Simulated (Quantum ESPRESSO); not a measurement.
## Collinear magnetic orders of MnO2 (Pyrolusite) with Quantum ESPRESSO

A self-consistent run ends on one state, which hangs on the start. Several orders of MnO2 (Pyrolusite) are started in Quantum ESPRESSO and their energies compared.

Program: Quantum ESPRESSO 7.5. Level of theory: PBE with U = 4 eV on Mn d (ortho-atomic projectors); plane waves with GBRV 1.5 PBE potentials, no spin-orbit coupling. Results are calculated unless marked as measured.

**Measured values to reproduce.**

“Local electronic structure of dilute hydrogen in beta-MnO2” (2024, arxiv:2401.02109) quotes from earlier work for MnO2, rutile (bulk crystal): moment (ordered Mn moment in helical phase) 2.34 μB [Earlier experimental value quoted in discussion; measurement temperature and sample not …].

## Step 1: Set-up

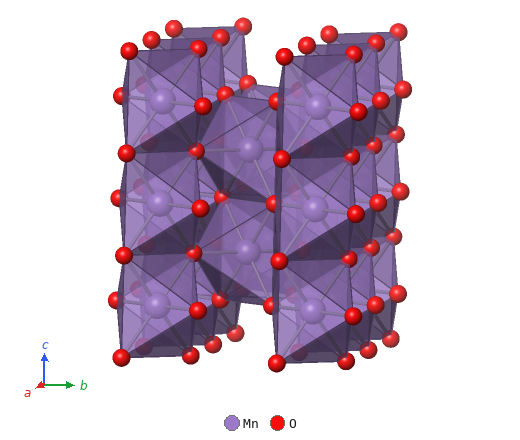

The starting structure, seen slightly off an axis (manganese light purple, oxygen red). 2×1×2 cells are drawn. Some periodic images of atoms are drawn too.

Structure file:

```cif
data_structure
_symmetry_space_group_name_H-M 'P 1'
_symmetry_Int_Tables_number 1
_cell_length_a 4.3983
_cell_length_b 4.3983
_cell_length_c 2.8730
_cell_angle_alpha 90.000
_cell_angle_beta 90.000
_cell_angle_gamma 90.000
_cell_volume 55.58
loop_
_atom_site_label
_atom_site_type_symbol
_atom_site_fract_x
_atom_site_fract_y
_atom_site_fract_z
_atom_site_occupancy
Mn1 Mn 0.00000 0.00000 0.00000 1
Mn2 Mn 0.50000 0.50000 0.50000 1
O3 O 0.30515 0.30515 0.00000 1
O4 O 0.19485 0.80515 0.50000 1
O5 O 0.69485 0.69485 0.00000 1
O6 O 0.80515 0.19485 0.50000 1
```

The cell comes from the Crystallography Open Database.

## Step 2: Run 1 (ferro ++)

The signs are those of the starting moments on the seeded atoms, the atoms that are given a moment.

Contents of pw.in:

```
&CONTROL
  calculation = 'scf'
  prefix = 'pwscf'
  outdir = './tmp'
  pseudo_dir = './pseudo'
  disk_io = 'nowf'
/
&SYSTEM
  ibrav = 0
  celldm(1) = 8
  nat = 6
  ntyp = 2
  ecutwfc = 40
  ecutrho = 280
  nbnd = 42
  occupations = 'smearing'
  smearing = 'fd'
  degauss = 0.00367493
  nspin = 2
  starting_magnetization(1) = 0.3
  starting_magnetization(2) = 0
/
&ELECTRONS
  conv_thr = 1.2d-08
  electron_maxstep = 150
  mixing_beta = 0.3
/
ATOMIC_SPECIES
Mn     54.9380 mn_pbe_v1.5.uspp.F.UPF
O      15.9990 o_pbe_v1.2.uspp.F.UPF
CELL_PARAMETERS alat
   1.0389478017427    0.0000000000000    0.0000000000000
   0.0000000000000    1.0389478017427    0.0000000000000
   0.0000000000000    0.0000000000000    0.6786478945062
ATOMIC_POSITIONS crystal
Mn      0.0000000000    0.0000000000    0.0000000000
Mn      0.5000000000    0.5000000000    0.5000000000
O       0.3051500000    0.3051500000    0.0000000000
O       0.1948500000    0.8051500000    0.5000000000
O       0.6948500000    0.6948500000    0.0000000000
O       0.8051500000    0.1948500000    0.5000000000
K_POINTS automatic
8 8 8 0 0 0
HUBBARD {ortho-atomic}
U Mn-3d 4.0000
```

Command:

```sh
$ OMP_NUM_THREADS=1 mpirun -n 4 pw.x -nk 4 -in pw.in > pw.out
```

Log:

```text
Program PWSCF v.7.5 starts

     Message from routine setup:
     using ibrav=0 with symmetry is DISCOURAGED, use correct ibrav instead

     K-points division:     npool     =       4
     Subspace diagonalization in iterative solution of the eigenvalue problem:

     G-vector sticks info
     --------------------
     sticks:   dense  smooth     PW     G-vecs:    dense   smooth      PW
     Sum        1541     877    277                29729    12801    2281

     Using Slab Decomposition

     bravais-lattice index     =            0
     lattice parameter (alat)  =       8.0000  a.u.
     unit-cell volume          =     375.0610 (a.u.)^3
     number of atoms/cell      =            6
     number of atomic types    =            2
     number of electrons       =        54.00
     number of Kohn-Sham states=           42
     kinetic-energy cutoff     =      40.0000  Ry
     charge density cutoff     =     280.0000  Ry
     scf convergence threshold =      1.2E-08
     mixing beta               =       0.3000
     number of iterations used =            8  plain     mixing
     Exchange-correlation= SLA  PW   PBE  PBE
                           (   1   4   3   4   0   0   0)
     Hubbard projectors: ortho-atomic
     Hubbard parameters of DFT+U (Dudarev formulation) in eV:
     U(Mn-3d) =  4.0000

     Internal variables: lda_plus_u =T, lda_plus_u_kind = 0

     Internal variables: orbital_resolved =F, hub_pot_fix =F, apply_U = F

     celldm(1)=   8.000000  celldm(2)=   0.000000  celldm(3)=   0.000000
     celldm(4)=   0.000000  celldm(5)=   0.000000  celldm(6)=   0.000000

     crystal axes: (cart. coord. in units of alat)
               a(1) = (   1.038948   0.000000   0.000000 )
               a(2) = (   0.000000   1.038948   0.000000 )
               a(3) = (   0.000000   0.000000   0.678648 )

     reciprocal axes: (cart. coord. in units 2 pi/alat)
               b(1) = (  0.962512  0.000000  0.000000 )
               b(2) = (  0.000000  0.962512  0.000000 )
               b(3) = (  0.000000  0.000000  1.473518 )

     PseudoPot. # 1 for Mn read from file:
     mn_pbe_v1.5.uspp.F.UPF
     Pseudo is Ultrasoft + core correction, Zval = 15.0
     Generated by new atomic code, or converted to UPF format
     Using radial grid of  859 points,  6 beta functions with:
                l(1) =   0
                l(2) =   0
                l(3) =   1
                l(4) =   1
                l(5) =   2
                l(6) =   2
     Q(r) pseudized with  8 coefficients,  rinner =    0.950   0.950   0.950
                                                       0.950   0.950

     PseudoPot. # 2 for O  read from file:
     o_pbe_v1.2.uspp.F.UPF
     Pseudo is Ultrasoft + core correction, Zval =  6.0
     Generated by new atomic code, or converted to UPF format
     Using radial grid of  737 points,  5 beta functions with:
                l(1) =   0
                l(2) =   0
                l(3) =   1
                l(4) =   1
                l(5) =   2
     Q(r) pseudized with  8 coefficients,  rinner =    0.900   0.900   0.900
                                                       0.900   0.900

     atomic species   valence    mass     pseudopotential
     Mn               15.00    54.93800     Mn( 1.00)
     O                 6.00    15.99900     O ( 1.00)

     Starting magnetic structure
     atomic species   magnetization
     Mn              0.300
     O               0.000

     16 Sym. Ops., with inversion, found ( 8 have fractional translation)

   Cartesian axes

     site n.     atom                  positions (alat units)
         1        Mn     tau(   1) = (   0.0000000   0.0000000   0.0000000  )
         2        Mn     tau(   2) = (   0.5194739   0.5194739   0.3393239  )
         3        O      tau(   3) = (   0.3170349   0.3170349   0.0000000  )
         4        O      tau(   4) = (   0.2024390   0.8365088   0.3393239  )
         5        O      tau(   5) = (   0.7219129   0.7219129   0.0000000  )
         6        O      tau(   6) = (   0.8365088   0.2024390   0.3393239  )

     number of k points=    75  Fermi-Dirac smearing, width (Ry)=  0.0037
                       cart. coord. in units 2pi/alat
        k(    1) = (   0.0000000   0.0000000   0.0000000), wk =   0.0019531
        k(    2) = (   0.0000000   0.0000000   0.1841898), wk =   0.0039062
        k(    3) = (   0.0000000   0.0000000   0.3683795), wk =   0.0039062
        k(    4) = (   0.0000000   0.0000000   0.5525693), wk =   0.0039062
        k(    5) = (   0.0000000   0.0000000  -0.7367591), wk =   0.0019531
        [... 70 further k-points ...]

     Dense  grid:    29729 G-vectors     FFT dimensions: (  48,  48,  30)

     Smooth grid:    12801 G-vectors     FFT dimensions: (  36,  36,  24)

     Check: negative core charge=   -0.000046
     Generating pointlists ...
     new r_m :   0.1831 (alat units)  1.4651 (a.u.) for type    1
     new r_m :   0.1831 (alat units)  1.4651 (a.u.) for type    2

     Initial potential from superposition of free atoms

     starting charge      52.9998, renormalised to      54.0000

     STARTING HUBBARD OCCUPATIONS:

     =================== HUBBARD OCCUPATIONS ===================
     ------------------------ ATOM    1 ------------------------
     Tr[ns(  1)] (up, down, total) =   5.00000  0.00000  5.00000
     Atomic magnetic moment for atom   1 =   5.00000
     [... lines left out ...]
     ------------------------ ATOM    2 ------------------------
     Tr[ns(  2)] (up, down, total) =   5.00000  0.00000  5.00000
     Atomic magnetic moment for atom   2 =   5.00000
     [... lines left out ...]
     Number of occupied Hubbard levels =   10.0000

     Atomic wfc used for Hubbard projectors are orthogonalized

     Starting wfcs are   42 randomized atomic wfcs

     Self-consistent Calculation

     iteration #  1     ecut=    40.00 Ry     beta= 0.30
     Davidson diagonalization with overlap
     ethr =  1.00E-02,  avg # of iterations =  5.3

     =================== HUBBARD OCCUPATIONS ===================
     ------------------------ ATOM    1 ------------------------
     Tr[ns(  1)] (up, down, total) =   3.57409  0.34894  3.92304
     Atomic magnetic moment for atom   1 =   3.22515
     [... lines left out ...]
     ------------------------ ATOM    2 ------------------------
     Tr[ns(  2)] (up, down, total) =   3.57409  0.34894  3.92304
     Atomic magnetic moment for atom   2 =   3.22515
     [... lines left out ...]
     Number of occupied Hubbard levels =    7.8461

     total energy              =    -550.42388418 Ry
     estimated scf accuracy    <       4.43415140 Ry

     total magnetization       =     6.00 Bohr mag/cell
     absolute magnetization    =     6.85 Bohr mag/cell

     iteration #  2     ecut=    40.00 Ry     beta= 0.30
     Davidson diagonalization with overlap
     ethr =  8.21E-03,  avg # of iterations =  1.5

     total energy              =    -551.20790927 Ry
     estimated scf accuracy    <       0.61913239 Ry

     total magnetization       =     6.20 Bohr mag/cell
     absolute magnetization    =     7.33 Bohr mag/cell

     iteration #  3     ecut=    40.00 Ry     beta= 0.30
     Davidson diagonalization with overlap
     ethr =  1.15E-03,  avg # of iterations =  1.4

     negative rho (up, down):  0.000E+00 3.780E-04

     total energy              =    -551.29571484 Ry
     estimated scf accuracy    <       0.16351269 Ry

     total magnetization       =     6.00 Bohr mag/cell
     absolute magnetization    =     7.02 Bohr mag/cell

     [... further iterations left out ...]

     iteration # 12     ecut=    40.00 Ry     beta= 0.30
     Davidson diagonalization with overlap
     ethr =  5.75E-09,  avg # of iterations =  1.3

     negative rho (up, down):  0.000E+00 4.511E-04

     total energy              =    -551.36549109 Ry
     estimated scf accuracy    <       0.00000064 Ry

     total magnetization       =     6.03 Bohr mag/cell
     absolute magnetization    =     6.92 Bohr mag/cell

     iteration # 13     ecut=    40.00 Ry     beta= 0.30
     Davidson diagonalization with overlap
     ethr =  1.19E-09,  avg # of iterations =  2.0

     negative rho (up, down):  0.000E+00 4.528E-04

     total energy              =    -551.36549197 Ry
     estimated scf accuracy    <       0.00000021 Ry

     total magnetization       =     6.03 Bohr mag/cell
     absolute magnetization    =     6.91 Bohr mag/cell

     iteration # 14     ecut=    40.00 Ry     beta= 0.30
     Davidson diagonalization with overlap
     ethr =  3.82E-10,  avg # of iterations =  1.0

     negative rho (up, down):  0.000E+00 4.527E-04

     total energy              =    -551.36549216 Ry
     estimated scf accuracy    <       0.00000002 Ry

     total magnetization       =     6.03 Bohr mag/cell
     absolute magnetization    =     6.92 Bohr mag/cell

     iteration # 15     ecut=    40.00 Ry     beta= 0.30
     Davidson diagonalization with overlap
     ethr =  2.96E-11,  avg # of iterations =  1.5

     negative rho (up, down):  0.000E+00 4.525E-04

     Magnetic moment per site  (integrated on atomic sphere of radius R)
     atom   1 (R=0.183)  charge= 11.6192  magn=  2.7079
     atom   2 (R=0.183)  charge= 11.6192  magn=  2.7079
     atom   3 (R=0.183)  charge=  5.2404  magn= -0.0650
     atom   4 (R=0.183)  charge=  5.2404  magn= -0.0650
     atom   5 (R=0.183)  charge=  5.2404  magn= -0.0650
     atom   6 (R=0.183)  charge=  5.2404  magn= -0.0650

     End of self-consistent calculation

     =================== HUBBARD OCCUPATIONS ===================
     ------------------------ ATOM    1 ------------------------
     Tr[ns(  1)] (up, down, total) =   4.05441  0.94043  4.99484
     Atomic magnetic moment for atom   1 =   3.11399
     [... lines left out ...]
     ------------------------ ATOM    2 ------------------------
     Tr[ns(  2)] (up, down, total) =   4.05441  0.94043  4.99484
     Atomic magnetic moment for atom   2 =   3.11399
     [... lines left out ...]
     Number of occupied Hubbard levels =    9.9897

     Number of k-points >= 100: set verbosity='high' to print the bands.

     the Fermi energy is    10.4727 ev

!    total energy              =    -551.36549226 Ry
     estimated scf accuracy    <          4.9E-09 Ry
     smearing contrib. (-TS)   =      -0.00034171 Ry
     internal energy E=F+TS    =    -551.36515055 Ry

     The total energy is F=E-TS. E is the sum of the following terms:
     one-electron contribution =    -262.16778205 Ry
     hartree contribution      =     158.61246058 Ry
     xc contribution           =     -82.30098088 Ry
     ewald contribution        =    -365.87303250 Ry
     Hubbard energy            =       0.36418430 Ry

     total magnetization       =     6.03 Bohr mag/cell
     absolute magnetization    =     6.91 Bohr mag/cell

     convergence has been achieved in  15 iterations

=------------------------------------------------------------------------------=
   JOB DONE.
=------------------------------------------------------------------------------=
```

It took 67 s on 4 MPI ranks of Intel Xeon Platinum 8259CL at 2.50GHz (Skylake/Cascade Lake), shared host; peak memory 0.57 GiB; 4.5 min of CPU time.

Spin moment in the atom's sphere by atom:

| atom | spin moment in the atom's sphere (μB) |
| --- | --- |
| Mn1 | 2.71 |
| Mn2 | 2.71 |
| O3 | -0.07 |
| O4 | -0.07 |
| O5 | -0.07 |
| O6 | -0.07 |

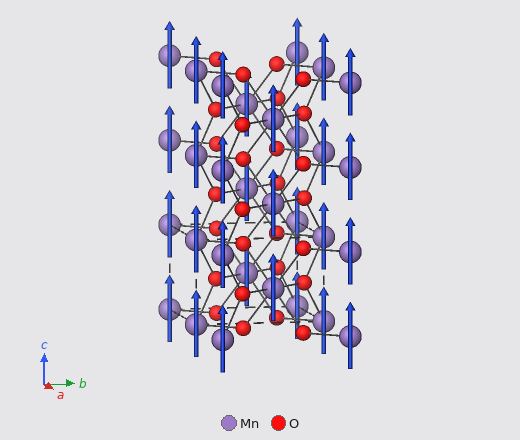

Spin moment in the atom's sphere as arrows, the longest 2.71 μB. Up and down stand for the sign. Arrows give size and sign along the axis of quantisation, drawn up and down the page. 2×1×3 cells are drawn. Some periodic images of atoms are drawn too.

Numbers from this step:

```
smearing term TS       : 0.004649 eV
magnetization          : 6.03 μB
absolute magnetization : 6.915 μB
final state            : ferromagnetic
```

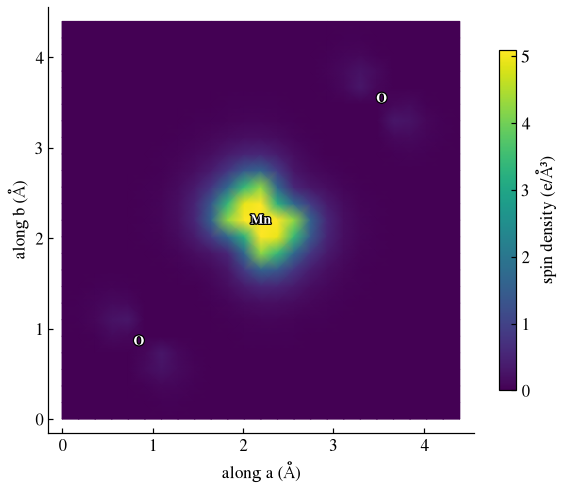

Spin density in the ab plane at fractional z = 0.000, with atoms of Mn and O within 0.2 Å of it. The map starts off the cell's origin, so that atoms lie inside it.

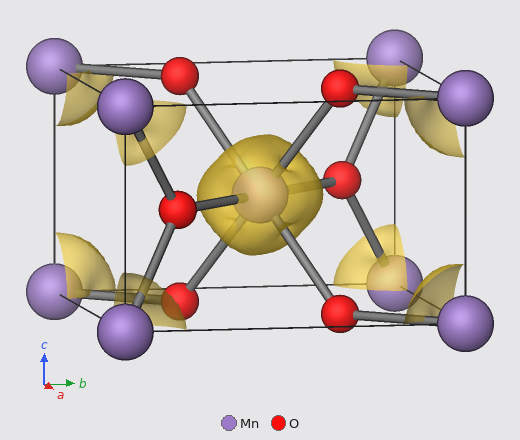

Surface of spin density = 0.41 e/Å³, which holds about 70 % of the integral of its size.

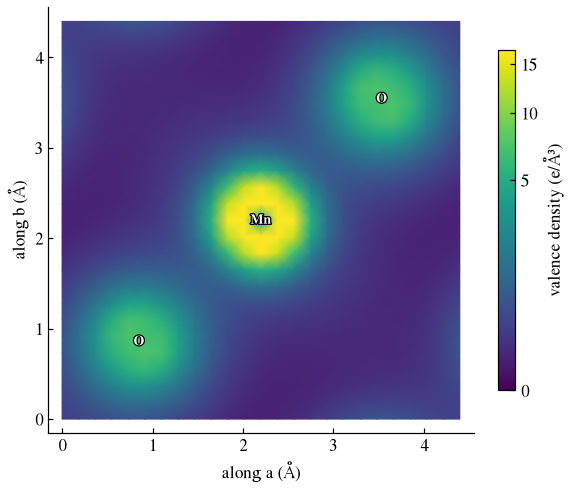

Valence density in the ab plane at fractional z = 0.000, with atoms of Mn and O within 0.2 Å of it. It is the smooth field of the valence electrons, not physical close to the nuclei. The map starts off the cell's origin, so that atoms lie inside it. The colour scale is stretched toward low values.

(Part 1 of 3 ends here.)

[Logs and program files are shortened in this print: banners, set-up blocks, solver, clock and traceback lines can be left out without a mark of their own.]

[Logs are printed without paths, hosts, clocks, repeated set-up lines and the standing remarks that a program may print on its own settings, such as how far it seeks lower states.]

[Hosts, paths, dates, database ids (printed as entryN), source tags and the programs' standing remarks are cut or masked in the printed files.]

[Where a cell is said to come from a database of computed structures, the database is the Materials Project.]
